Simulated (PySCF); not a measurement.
# SF (doublet): what the fields show

```xyz
2

S     0.0000    0.0000   -0.6038
F     0.0000    0.0000    1.0162
```

Theory: PBE0/def2-SVP, non-relativistic Hamiltonian with scalar-relativistic core potentials where named, at a bond length of 1.620 Å (PySCF).

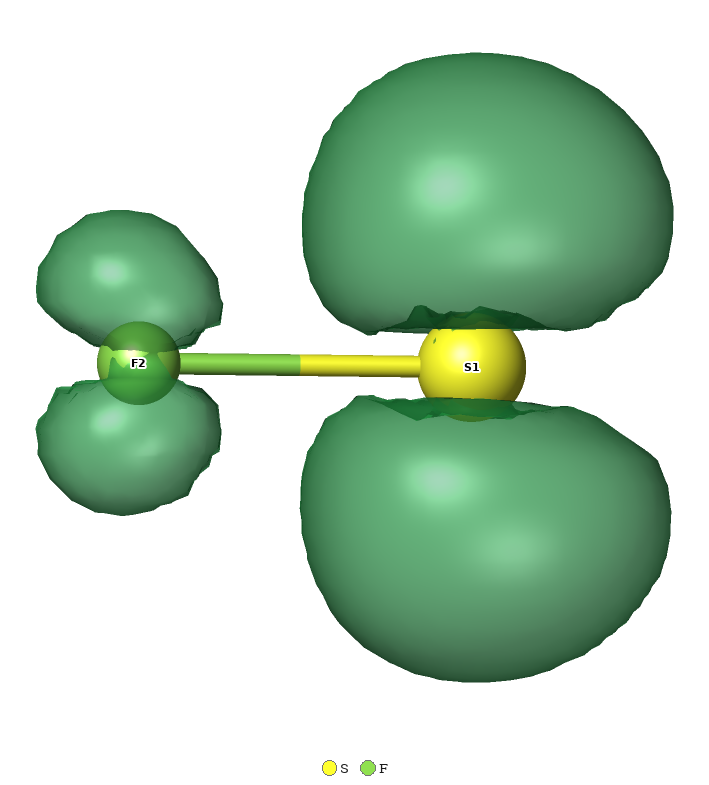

Figure 1. Isosurfaces of the spin density (α minus β) at +0.04 (green) and −0.04 e/Å³ (red), seen from one side.

### Where is the unpaired spin?

The unpaired spin (1 electron) lies mostly on S1 (about 0.9) and F2 (about 0.1), in electrons by Hirshfeld's partition. Only one sign reaches the isovalue.

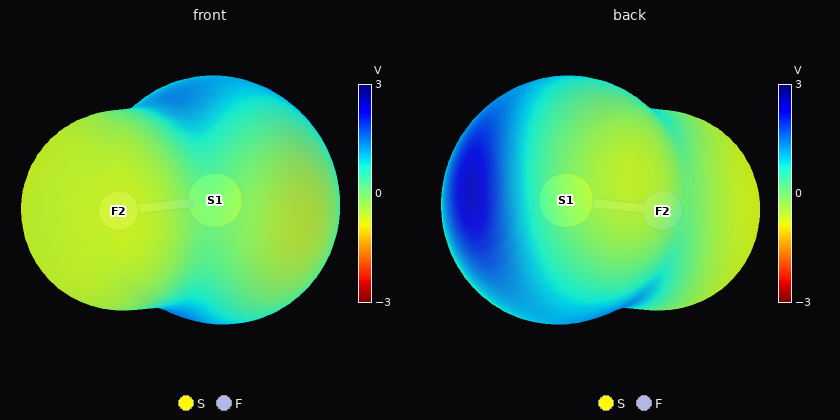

Figure 2. The molecular electrostatic potential painted on the density surface at 0.004 e/bohr³, seen from the front and from behind; red is negative and blue positive.

### Describe the electrostatic potential map.

The most negative region (about −0.7 V) lies over F2, the most positive (about +2.4 V) over S1.

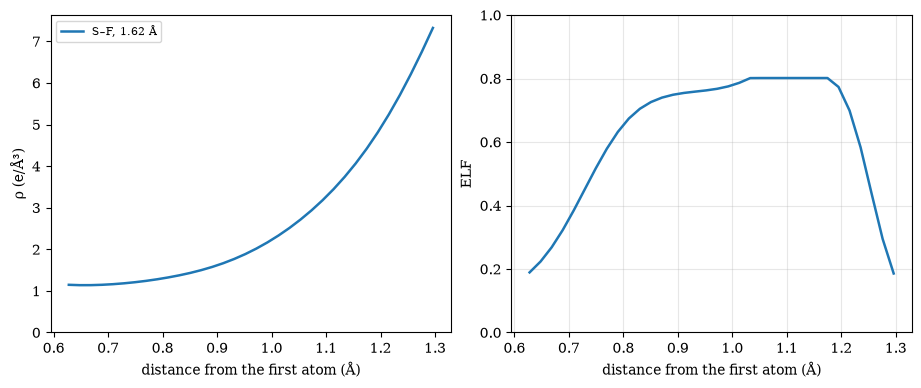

Figure 3. Electron density and ELF along straight lines between neighbouring atoms. The curves leave out the atomic cores.

### What can be read from the curves?

S–F (1.62 Å): the density is about 1.3 e/Å³ at the midpoint, with its minimum of 1.1 e/Å³ about 0.6 Å from S; the ELF peaks at about 0.80 between the atoms; a polar covalent bond.
